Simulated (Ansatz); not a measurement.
# Starting-point dependence of the GW gap of TiO2 (Anatase)

How much of the starting functional survives in the G0W0 gap of TiO2 (Anatase)?

Program: Ansatz 0.2.0. Level of theory: G0W0 on several functionals, plane waves, PAW. Results are calculated unless marked as measured.

In doubt: masses and optical values from hybrid runs of this build are listed as unsure (step 5), which bears on the screening that GW takes from such a start.

## Step 1: The starting structure

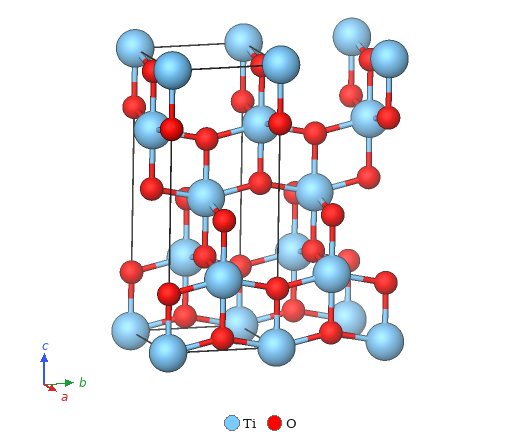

Start, viewed slightly off an axis; titanium blue, oxygen red. 1×2×1 cells are drawn. This picture shows the conventional cell, with its axes. Some periodic images of atoms are drawn too.

The cell and positions come from the Crystallography Open Database and are kept as given unless a step says otherwise. The default PAW set here is soft_2. Its files were made with PBE.

## Step 2: G0W0 on LDA

G0W0 replaces the xc potential by the self-energy, built once from these orbitals. Only a window of levels is corrected, while the sums run over the empty bands that the input names.

This step: G0W0 on LDA, plane waves, PAW.

Contents of input.yaml:

```yaml
crystal:
  lattice:
    - [-1.8921, 1.8921, 4.7573]
    - [1.8921, -1.8921, 4.7573]
    - [1.8921, 1.8921, -4.7573]
  atoms:
    - { symbol: Ti, position: [0.0, 0.0, 0.0] }
    - { symbol: Ti, position: [0.75, 0.25, 0.5] }
    - { symbol: O, position: [0.2081, 0.2081, 0.0] }
    - { symbol: O, position: [0.9581, 0.4581, 0.5] }
    - { symbol: O, position: [0.5419, 0.0419, 0.5] }
    - { symbol: O, position: [0.7919, 0.7919, 0.0] }
kpoints:
  mp_grid: { grid: [6, 6, 6] }
hamiltonian:
  xc: lda
scf:
  occupations: { method: fixed }
gw:
  n_empty_bands: 154
  ecut_chi: 100
  qp_bands: [v2, c2]
  qp_kpoints: band_edges
  screening: { model: contour_deformation }
```

On the command line:

```
$ ansatz run input.yaml --threads 2 --pin off --max-ram 92160MiB --backend cuda --events-out ev --progress --plain --runs-dir out --devices 1 --max-vram 13GiB  # rebuilt from the run's record
```

Numbers of over 12 decimals in the logs are rounded to 6 here.

Output:

```text
GPUs: using 1 of 1 available (devices: 1).
Engine: ansatz 0.2.0, x86_64-unknown-linux-gnu
Pseudopotentials: kind: paw
Pseudopotential: Ti, paw, valence charge 12, recommended cutoff 420 eV (normal), Ti.paw.azcp
Pseudopotential: O, paw, valence charge 6, recommended cutoff 420 eV (normal), O.paw.azcp
Functional definition: SPW92
  exchange = slater_x
  correlation = pw_c
device memory: the entry about to start is reckoned to put 1.2 GiB on a device that reports 36.5 GiB free (of which the cap on the GPU budget leaves the run 13.0 GiB)
GPU FFT provider: cuFFT
GPU libraries: cuBLAS 13.8.2, cuFFT 12.4.0, cuSOLVER 12.3.4
Crystal: 6 atoms, lattice volume = 68.125 Å³
Basis set: ecut = 420 eV, 1315 PW (Γ)
Bands: 30, of which v1, the nominal top of the filled ones, is band 24 counted from 1 (23 counted from 0)
Symmetry: 16 space group operations
Space group: I41/amd (ITA 141), of the structure as read, at distance tolerance 4.1e-5 Å
k-points: 30 of 216
Non-local potential: Ti, projectors of the file, l = 0: 3, l = 1: 2, l = 2: 3, l = 3: 1
Non-local potential: O, projectors of the file, l = 0: 2, l = 1: 2, l = 2: 1
PAW form: soft (Blöchl's): semilocal exchange-correlation on the pseudo side does not see the compensation charge
PAW frozen core: Ti, regenerated for the run's functional, and the local potential with it (the file was generated under x = pbe(κ = 0.804, μ = 0.219515), c = pbe(β = 0.066725))
PAW frozen core: O, regenerated for the run's functional, and the local potential with it (the file was generated under x = pbe(κ = 0.804, μ = 0.219515), c = pbe(β = 0.066725))
PAW one-centre angular grid: Ti, 590 points (default); XC on 64 Gauss nodes
PAW one-centre angular grid: O, 110 points (default); XC on 64 Gauss nodes
Initial density: superposition of atomic densities (neutral atoms: chi_scale 0, normalization atom), corrected by the library's trained network
Initial wavefunctions: pseudopotential atomic-orbital guess
GPU buffer pool allocated for 64000 grid points (all kernels)
GPU transforms: local potential and band sums: pruned to the plane-wave sphere, on 40×40×40
Functional: x = slater, c = lda
SCF iter   1: F=—  HF=-7130.473413 eV  |F-HF|=—  |Δ(HF+E_count)|=         —  Δρ=1.96e-2  dr2=2.34e-1  ethr=1.77e-3  ⟨swp⟩=4.1  Hψ=3414  notcnv=0  defer=75
preconditioner: auto → none  [insulator: Δε(μ)=1.847 eV  Ē_g=9.413 eV  n_scr=14 (ndim 8)  ℏωp=25.4 eV  f_vac=0.102  ε∞_Penn≈8.3]
SCF iter   2: F=—  HF=-7130.493923 eV  |F-HF|=—  |Δ(HF+E_count)|=   2.05e-2  Δρ=2.40e-2  dr2=3.68e-1  ethr=4.89e-4  ⟨swp⟩=2.0  Hψ=1694  notcnv=0  defer=99
SCF iter   3: F=—  HF=-7130.422903 eV  |F-HF|=—  |Δ(HF+E_count)|=   7.10e-2  Δρ=3.82e-3  dr2=5.52e-3  ethr=4.89e-4  ⟨swp⟩=2.0  Hψ=1284  notcnv=0  defer=98
SCF iter   4: F=—  HF=-7130.421508 eV  |F-HF|=—  |Δ(HF+E_count)|=   1.39e-3  Δρ=8.91e-4  dr2=2.06e-4  ethr=1.15e-5  ⟨swp⟩=2.1  Hψ=1563  notcnv=0  defer=119
SCF iter   5: F=—  HF=-7130.421478 eV  |F-HF|=—  |Δ(HF+E_count)|=   2.98e-5  Δρ=3.24e-4  dr2=8.35e-5  ethr=4.30e-7  ⟨swp⟩=2.2  Hψ=1383  notcnv=0  defer=120
SCF iter   6: F=—  HF=-7130.421459 eV  |F-HF|=—  |Δ(HF+E_count)|=   1.92e-5  Δρ=6.07e-5  dr2=2.63e-6  ethr=1.74e-7  ⟨swp⟩=2.1  Hψ=1184  notcnv=0  defer=68
SCF iter   7: F=-7130.421459 eV  HF=-7130.421459 eV  |F-HF|=6.07e-9  |Δ(HF+E_count)|=   5.32e-7  Δρ=4.29e-6  dr2=8.68e-9  ethr=2.08e-10  ⟨swp⟩=7.5  Hψ=3587  notcnv=0
SCF 1 converged in 7 iterations: F = -7130.421459 eV  dr2 = 8.68e-9
  greatest PAW one-centre occupation: 0.999 electrons in one spin orbital (limit 2), on the Ti atom at site 1 (counted from 0), in its partial waves of l = 0
device memory: the entry about to start is reckoned to put 1.3 GiB (of the 1.4 GiB reckoned in all, the device holds 0.1 GiB already) on a device that reports 36.4 GiB free (of which the cap on the GPU budget leaves the run 12.9 GiB)
NSCF: frozen V_eff on 30 k-points, pencils in batches of 32, up to order 120
the band table was solved once the SCF had ended and its energy, with any forces and stress, was formed, with the checks that follow a solve (3597 applications of the Hamiltonian). They found nothing against the state; the energy, forces and stress were not computed again (output.eigenvalues in the input reference)
device memory: the entry about to start is reckoned to put 2.7 GiB on a device that reports 36.1 GiB free (of which the cap on the GPU budget leaves the run 13.0 GiB)
NSCF: frozen V_eff on 30 k-points
G₀W₀ screening: q 1/30
[... further progress lines ...]
device memory: the entry about to start is reckoned to put 0.6 GiB on a device that reports 37.4 GiB free (of which the cap on the GPU budget leaves the run 13.0 GiB)
NSCF: frozen V_eff on 1 k-points
device memory: the entry about to start is reckoned to put 0.6 GiB on a device that reports 37.4 GiB free (of which the cap on the GPU budget leaves the run 13.0 GiB)
NSCF: frozen V_eff on 1 k-points
device memory: the entry about to start is reckoned to put 0.6 GiB on a device that reports 37.4 GiB free (of which the cap on the GPU budget leaves the run 13.0 GiB)
NSCF: frozen V_eff on 1 k-points
SCF converged after 7 iterations
Free energy (F): -7130.421459 eV
Harris-Foulkes:  -7130.421459 eV  (|F-HF|=6.07e-9)
Internal energy: -7130.421459 eV  (E = F + TS)
E sigma→0 (E₀):  -7130.421459 eV
Fermi energy:    6.910588 eV
--- Per-component energies (eV) ---
  E_band       = -465.887149
  E_kinetic    = 1241.101327
  E_local      = -3573.961697  (includes V_loc(G=0)·N_el)
  E_nonlocal   = 211.801631
  E_hartree    = 1377.451390
  E_xc         = -484.836260
  E_vxc        = -618.186623  (∫ρ·V_xc dr)
  E_paw        = -2580.832055  (= ΣΔE_a)
  E_vpaw       = -481.558355  (= ΣTr[D̂ρ^β])
  E_aug_tail   = 0.010171  (compensation charges beyond the density's cutoff)
  E_ewald      = -3322.195552
  E_core_change = 1.039587  (= ΣΔE_core)
  E_smearing   = -0.000000  (= −TS)
  E_closure    = 0.000000  (closes the sum)
  Σ components = -7130.421459   (vs F -7130.421459, Δ=0.00e0)
--- Band table (eV; the first three rows and the last of 30) ---
  k-point 0: bands = [... 20 lower, 6.1830, 6.1856, 6.4731, 6.4731, 8.9714, 9.7405, 10.8877, 10.8877, ... 2 higher]
  k-point 1: bands = [... 20 lower, 5.6022, 5.7735, 6.2956, 6.6883, 9.8376, 9.9495, 10.1572, 10.5848, ... 2 higher]
  k-point 2: bands = [... 20 lower, 4.8735, 5.9805, 6.3542, 6.8424, 9.9549, 10.2383, 10.3832, 10.7350, ... 2 higher]
  k-point 29: bands = [... 20 lower, 5.6772, 5.6772, 6.8278, 6.8278, 9.3418, 9.3418, 10.6718, 10.6718, ... 2 higher]
--- G₀W₀: contour deformation, 6 samples at zero and on the imaginary axis and 2 off it, 216 q-points, 154 empty bands' worth ---
  eigenvalues of the whole cell's RPA ε∞ on this k-mesh (on a slab, of 1 + 4πα/V) = 6.2631, 6.8753, 6.8753; static W/v taken at q = 0 is 0.148636
  gw.qp_kpoints: band_edges: 23 of 30 stored k-points solved, in 1 pass; an edge of the gap read off the rows below is read off those points alone
    valence top: of the k-points left out ik 23 came nearest to being solved in a further pass, in band 24 (counted from 1, as in the quasiparticle table): it holds the edge there only if its correction is more favourable than any solved in that band by at least 0.452 eV; those differ by 0.101 eV
    conduction bottom: of the k-points left out ik 27 came nearest to being solved in a further pass, in band 25 (counted from 1, as in the quasiparticle table): it holds the edge there only if its correction is more favourable than any solved in that band by at least 0.867 eV; those differ by 0.159 eV
    ik  band        ε_KS         Σx   Σc(E_QP)       V_xc       Z   E_QP_lin       E_QP  E_QP is
     0    23      6.4731   -25.1787     4.6980   -20.4363  0.7051     6.4287     6.4288  root
     0    24      6.4731   -25.1787     4.6980   -20.4363  0.7051     6.4287     6.4288  root
     0    25      8.9714   -13.0579    -6.4454   -21.1106  0.7341    10.6335    10.5787  root
     0    26      9.7405   -13.4417    -7.3349   -22.4698  0.7133    11.5125    11.4337  root
     1    23      6.2956   -25.7962     4.7278   -21.0218  0.7137     6.2490     6.2491  root
     1    24      6.6883   -25.6270     4.6763   -20.9204  0.7119     6.6579     6.6579  root
     1    25      9.8376   -13.3468    -7.3808   -22.4222  0.7134    11.6115    11.5321  root
     1    26      9.9495   -14.3148    -6.3428   -22.2051  0.7140    11.5587    11.4969  root
     2    23      6.3542   -25.2101     4.6591   -20.5177  0.7073     6.3209     6.3209  root
     2    24      6.8424   -25.5633     4.6526   -20.9067  0.7094     6.8384     6.8384  root
     2    25      9.9549   -13.6205    -7.3519   -22.6842  0.7126    11.7479    11.6667  root
     2    26     10.2383   -14.7682    -6.7663   -23.2015  0.7109    11.9822    11.9053  root
     3    23      6.9106   -25.6873     4.6363   -21.0551  0.7119     6.9147     6.9147  root
     3    24      6.9106   -25.6873     4.6363   -21.0551  0.7119     6.9147     6.9147  root
     3    25     10.2458   -13.8831    -7.4565   -23.0361  0.7057    12.0287    11.9423  root
     3    26     10.2458   -13.8831    -7.4565   -23.0361  0.7057    12.0287    11.9423  root
     4    23      6.2139   -25.9847     4.2625   -21.7893  0.7207     6.2810     6.2811  root
     4    24      6.4846   -25.5521     4.6695   -20.8441  0.7121     6.4460     6.4460  root
     4    25      9.5545   -14.0809    -6.1985   -21.8324  0.7221    11.1628    11.1075  root
     4    26      9.8530   -13.4824    -7.2965   -22.4526  0.7120    11.6049    11.5267  root
     5    23      6.2934   -25.8420     4.7188   -21.0638  0.7172     6.2339     6.2340  root
     5    24      6.5314   -25.0957     4.6042   -20.4669  0.7066     6.5068     6.5069  root
     5    25      9.9239   -13.5005    -7.3510   -22.5523  0.7133    11.7046    11.6246  root
     5    26     10.1300   -14.2372    -7.0069   -22.9375  0.7140    11.9016    11.8233  root
[...]
28    23      6.3087   -25.0441     4.5440   -20.4774  0.7079     6.2859     6.2859  root
    28    24      6.3087   -25.0441     4.5440   -20.4774  0.7079     6.2859     6.2859  root
    28    25      9.8509   -13.8900    -6.7472   -22.2537  0.7166    11.5351    11.4674  root
    28    26      9.8509   -13.8900    -6.7472   -22.2537  0.7166    11.5351    11.4674  root
    29    23      6.8278   -26.0521     4.5651   -21.5018  0.7174     6.8426     6.8426  root
    29    24      6.8278   -26.0521     4.5651   -21.5018  0.7174     6.8426     6.8426  root
    29    25      9.3418   -13.2121    -6.8698   -21.7319  0.7247    11.0592    10.9918  root
    29    26      9.3418   -13.2121    -6.8698   -21.7319  0.7247    11.0592    10.9918  root
```

Wall time 23 s (1 × NVIDIA H100 80GB HBM3 (shared by 6 runs) with 2 threads of AMD EPYC 7R13 (Zen 3), shared host); peak memory 1.3 GiB.

Numbers from this step:

```
bands summed                                 : 178
RPA ε∞ on this mesh (eigenvalues)            : 6.263, 6.875, 6.875
plane waves in the screening matrix          : 155
q-points in the mesh                         : 216
G0W0 gap on the mesh                         : 3.664 eV
k of the valence top                         : 0, 0, -0.5
k of the conduction bottom                   : 0, 0, 0
starting gap on the mesh                     : 2.061 eV
Z at the valence top                         : 0.7119
Z at the conduction bottom                   : 0.7341
least direct G0W0 gap on the computed points : 3.993 eV
```

The gap on the mesh goes from 2.06 eV to 3.66 eV, a correction of +1.60 eV. Between the two edge states, bare exchange in place of the xc potential would open the gap by 12.68 eV, and correlation takes back 11.08 eV.

## Step 3: G0W0 on PBE

The same correction from a different start measures what one shot leaves open.

This step: G0W0 on PBE, plane waves, PAW.

Edit input.yaml of step 2 so:

```diff
@@ -15,3 +15,3 @@
 hamiltonian:
-  xc: lda
+  xc: pbe
 scf:
```

Output:

```text
GPUs: using 1 of 1 available (devices: 1).
[...]
GPU FFT provider: cuFFT
GPU libraries: cuBLAS 13.8.2, cuFFT 12.4.0, cuSOLVER 12.3.4
Crystal: 6 atoms, lattice volume = 68.125 Å³
Basis set: ecut = 420 eV, 1315 PW (Γ)
Bands: 30, of which v1, the nominal top of the filled ones, is band 24 counted from 1 (23 counted from 0)
Symmetry: 16 space group operations
[...]
k-points: 30 of 216
[...]
GPU buffer pool allocated for 64000 grid points (all kernels)
[...]
SCF iter   1: F=—  HF=-7277.469444 eV  |F-HF|=—  |Δ(HF+E_count)|=         —  Δρ=3.44e-3  dr2=3.18e-3  ethr=1.77e-3  ⟨swp⟩=4.1  Hψ=3412  notcnv=0  defer=78
[...]
SCF iter   6: F=-7277.471112 eV  HF=-7277.471112 eV  |F-HF|=4.60e-9  |Δ(HF+E_count)|=   2.67e-6  Δρ=1.17e-5  dr2=5.25e-8  ethr=2.08e-10  ⟨swp⟩=7.8  Hψ=3764  notcnv=0
SCF 1 converged in 6 iterations: F = -7277.471112 eV  dr2 = 5.25e-8
[...]
NSCF: frozen V_eff on 30 k-points, pencils in batches of 32, up to order 120
[...]
NSCF: frozen V_eff on 30 k-points
G₀W₀ screening: q 1/30
[... further progress lines ...]
[...]
SCF converged after 6 iterations
Free energy (F): -7277.471112 eV
[...]
Internal energy: -7277.471112 eV  (E = F + TS)
E sigma→0 (E₀):  -7277.471112 eV
Fermi energy:    7.290149 eV
[...]
--- Band table (eV; the first three rows and the last of 30) ---
  k-point 0: bands = [... 20 lower, 6.5768, 6.5768, 6.8603, 6.8603, 9.4571, 10.1979, 11.3381, 11.3381, ... 2 higher]
  k-point 1: bands = [... 20 lower, 5.9961, 6.1682, 6.6813, 7.0711, 10.2981, 10.3998, 10.5942, 11.0350, ... 2 higher]
  k-point 2: bands = [... 20 lower, 5.2662, 6.3837, 6.7441, 7.2230, 10.4095, 10.6690, 10.8331, 11.1645, ... 2 higher]
  k-point 29: bands = [... 20 lower, 6.0736, 6.0736, 7.2097, 7.2097, 9.8146, 9.8146, 11.1183, 11.1183, ... 2 higher]
[...]
0    23      6.8603   -25.3206     4.8182   -20.3244  0.7055     6.6815     6.6822  root
     0    24      6.8603   -25.3206     4.8182   -20.3244  0.7055     6.6815     6.6822  root
     0    25      9.4571   -13.0752    -6.3888   -20.7917  0.7329    10.8199    10.7848  root
     0    26     10.1979   -13.4563    -7.2394   -22.1402  0.7126    11.6955    11.6424  root
     1    23      6.6813   -25.8880     4.8122   -20.8930  0.7144     6.4978     6.4985  root
     1    24      7.0711   -25.7413     4.7814   -20.8004  0.7124     6.9112     6.9117  root
     1    25     10.2981   -13.3669    -7.2875   -22.0988  0.7126    11.7961    11.7425  root
     1    26     10.3998   -14.3012    -6.2979   -21.9275  0.7135    11.7707    11.7283  root
[...]
29    23      7.2097   -26.1440     4.6544   -21.3790  0.7181     7.0988     7.0991  root
    29    24      7.2097   -26.1440     4.6544   -21.3790  0.7181     7.0988     7.0991  root
    29    25      9.8146   -13.2308    -6.7941   -21.4109  0.7237    11.2441    11.2006  root
    29    26      9.8146   -13.2308    -6.7941   -21.4109  0.7237    11.2441    11.2006  root
```

The job ended after 40 s (1 × NVIDIA H100 80GB HBM3 (shared by 6 runs) with 2 threads; peak memory 1.3 GiB; 67 s of CPU time).

Numbers from this step:

- bands summed: 178
- RPA ε∞ on this mesh (eigenvalues): 6.057, 6.645, 6.645
- plane waves in the screening matrix: 155
- q-points in the mesh: 216
- G0W0 gap on the mesh: 3.618 eV
- k of the valence top: 0, 0, -0.5
- k of the conduction bottom: 0, 0, 0
- starting gap on the mesh: 2.167 eV
- Z at the valence top: 0.7124
- Z at the conduction bottom: 0.7329
- least direct G0W0 gap on the computed points: 3.944 eV

Against the run with 6×6×6 mesh, 154 empty bands, screening to 100 eV on LDA, the gap moves by −0.05 eV, while the start moved by +0.11 eV.

## Step 4: G0W0 on r2SCAN

This step: G0W0 on r2SCAN, plane waves, PAW.

Edit input.yaml of step 3 so:

```diff
@@ -15,3 +15,3 @@
 hamiltonian:
-  xc: pbe
+  xc: r2scan
 scf:
```

Output:

```text
GPUs: using 1 of 1 available (devices: 1).
[...]
GPU FFT provider: cuFFT
GPU libraries: cuBLAS 13.8.2, cuFFT 12.4.0, cuSOLVER 12.3.4
Crystal: 6 atoms, lattice volume = 68.125 Å³
Basis set: ecut = 500 eV, 1693 PW (Γ), exchange–correlation on 160×160×160 points (64 copies of the dense FFT grid, shifted against one another)
Bands: 30, of which v1, the nominal top of the filled ones, is band 24 counted from 1 (23 counted from 0)
[...]
1    26     10.3954   -14.0855    -6.2982   -21.6338  0.7242    11.6784    11.6455  root
[...]
29    23      6.8320   -26.1964     4.5415   -21.8147  0.7313     6.9915     6.9919  root
    29    24      6.8320   -26.1964     4.5415   -21.8147  0.7313     6.9915     6.9919  root
    29    25      9.8295   -13.1090    -6.7137   -21.0714  0.7330    11.1091    11.0782  root
    29    26      9.8295   -13.1090    -6.7137   -21.0714  0.7330    11.1091    11.0782  root
[key lines of the parts left out:]
SCF converged after 8 iterations
Free energy (F): -7292.661930 eV
Fermi energy:    6.924639 eV
```

Run time: 31 s. Hardware: 1 × NVIDIA H100 80GB HBM3 (shared by 6 runs) with 2 threads; peak memory 1.6 GiB.

This step gave:

| Property | Result |
| --- | --- |
| bands summed | 178 |
| RPA ε∞ on this mesh (eigenvalues) | 5.441, 5.881, 5.881 |
| plane waves in the screening matrix | 155 |
| G0W0 gap on the mesh | 3.605 eV |
| k of the valence top | 0, 0, -0.5 |
| k of the conduction bottom | 0, 0, 0 |
| starting gap on the mesh | 2.548 eV |
| least direct G0W0 gap on the computed points | 3.934 eV |

Against the run with 6×6×6 mesh, 154 empty bands, screening to 100 eV on PBE, the gap moves by −0.013 eV, while the start moved by +0.38 eV.

## Step 5: G0W0 on HSE06

This step: G0W0 on HSE06, plane waves, PAW.

Edit input.yaml of step 4 so:

```diff
@@ -15,3 +15,3 @@
 hamiltonian:
-  xc: r2scan
+  xc: hse06
 scf:
```

Output:

```text
GPUs: using 1 of 1 available (devices: 1).
[...]
davidson cushion auto → on  (no smearing: the cushion is to keep the highest requested band from converging to the state above it; pin scf.eigensolver.cushion to override)
[...]
GPU FFT provider: cuFFT
GPU libraries: cuBLAS 13.8.2, cuFFT 12.4.0, cuSOLVER 12.3.4
Crystal: 6 atoms, lattice volume = 68.125 Å³
Basis set: ecut = 420 eV, 1315 PW (Γ)
[...]
1    25     10.9288   -12.7993    -6.6218   -20.2479  0.7576    11.7657    11.7556  root
     1    26     10.9505   -13.5132    -5.8974   -20.2455  0.7603    11.7949    11.7853  root
[...]
29    23      6.2085   -26.2555     4.3110   -22.4167  0.7638     6.6781     6.6806  root
    29    24      6.2085   -26.2555     4.3110   -22.4167  0.7638     6.6781     6.6806  root
    29    25     10.3685   -12.6008    -6.2440   -19.6579  0.7672    11.1904    11.1816  root
    29    26     10.3685   -12.6008    -6.2440   -19.6579  0.7672    11.1904    11.1816  root
[key lines of the parts left out:]
Free energy (F): -7276.006309 eV
Fermi energy:    6.286607 eV
```

Wall time 66 s (1 × NVIDIA H100 80GB HBM3 (shared by 6 runs) with 2 threads); peak memory 2.3 GiB.

Numbers from this step:

```yaml
bands_summed: 178
rpa_eps_infinity_on_this_mesh_eigenvalues: 4.449, 4.702, 4.702
plane_waves_in_the_screening_matrix: 155
g0w0_gap_on_the_mesh: 3.989 eV
k_of_the_valence_top: 0, 0, -0.5
k_of_the_conduction_bottom: 0, 0, 0
starting_gap_on_the_mesh: 3.665 eV
least_direct_g0w0_gap_on_the_computed_points: 4.336 eV
```

Against the run with 6×6×6 mesh, 154 empty bands, screening to 100 eV on r2SCAN, the gap moves by +0.38 eV, while the start moved by +1.12 eV.

(Continued in part 2 of 2.)

[Paths, hosts, dates, memory and timing lines, banners, echoed tables and standing remarks are left out of the program output.]

[Logs are printed without paths, hosts, clocks, repeated set-up lines and the standing remarks that a program may print on its own settings, such as how far it seeks lower states.]

[Runs of the session that timed out or met a known fault of the program may be left out.]

[Cells called generated may have been cut or substituted from an entry of the Crystallography Open Database or the Materials Project.]

[Hosts, paths, dates, database ids (printed as entryN), source tags and the programs' standing remarks are cut or masked in the printed files.]
